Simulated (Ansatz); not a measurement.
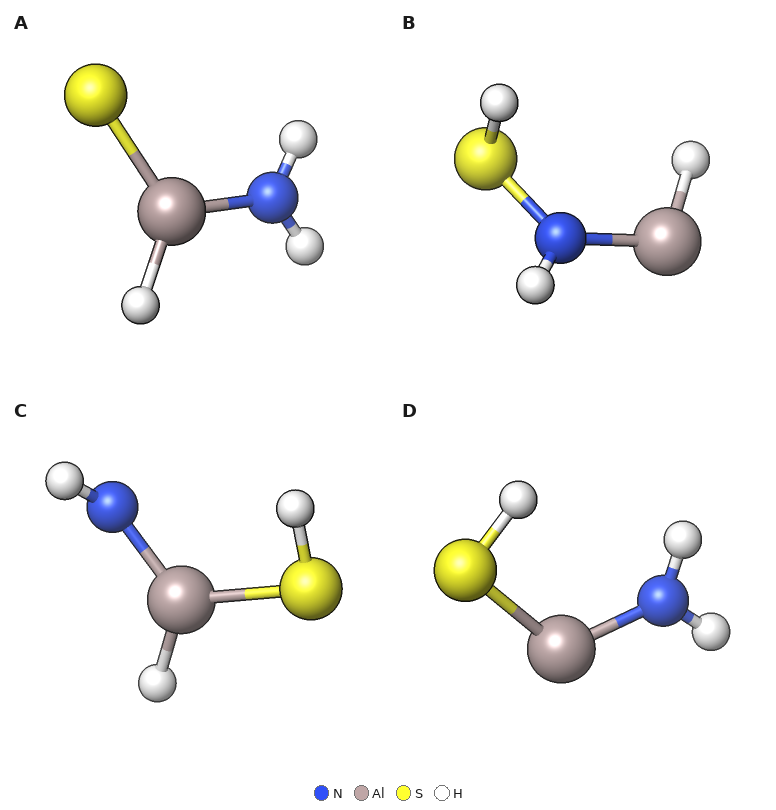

4 stationary structures of one formula. The species is neutral and a spin doublet. Geometries: PBE-D4/def2-SVP. Electronic energies: PBE-D4/def2-SVP (Ansatz 0.2.0), without zero-point energy. No frequency run is at hand to confirm each as a minimum.

> Rank them by energy, lowest first.

D is lowest; A lies 30.9 kJ/mol above it (C1), C lies 144.4 kJ/mol above it (C1), B lies 203.3 kJ/mol above it (C1).
